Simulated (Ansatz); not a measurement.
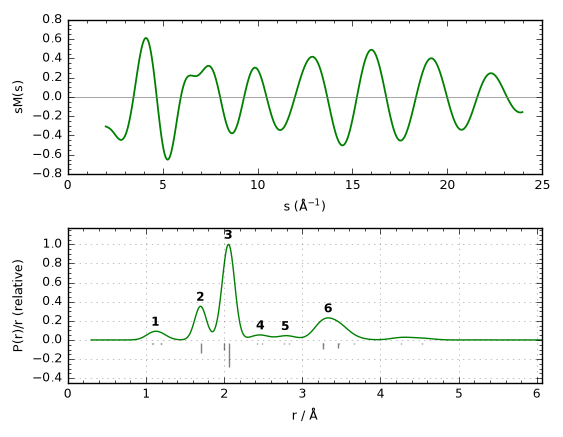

Simulated gas electron diffraction: reduced molecular intensity sM(s) from the Debye equation in the first Born approximation (top) and the radial distribution curve (bottom) of CH4BClSi. Each pair of atoms contributes with weight ZᵢZⱼ/r (bars below the curve); damping constant 0.0015 Å²; vibrational amplitudes assumed, not computed: 0.05 Å for bonds, 0.078 Å for bonds to H, 0.06 + 0.015 r up to 0.15 Å for other pairs. The geometry is the end point of an optimisation (RHF/def2-SVP (Ansatz)); it may be a saddle point or a higher isomer.

Question: Read the positions of the numbered peaks and name the main pairs (– for bonds).

Answer: Peak 1, 1.13 Å: C–H 1.08 Å (×2), B–H 1.19–1.20 Å (×2), not resolved
Peak 2, 1.70 Å: Si–C 1.70 Å
Peak 3, 2.06 Å: Si–B 2.00 Å, Cl–Si 2.07 Å, not resolved
Peak 4, 2.46 Å: Si···H 2.42–2.49 Å (×2), not resolved
Peak 5, 2.79 Å: Si···H 2.77–2.83 Å (×2), not resolved
Peak 6, 3.33 Å: Cl···C 3.27 Å, C···B 3.27 Å, Cl···B 3.46 Å, not resolved
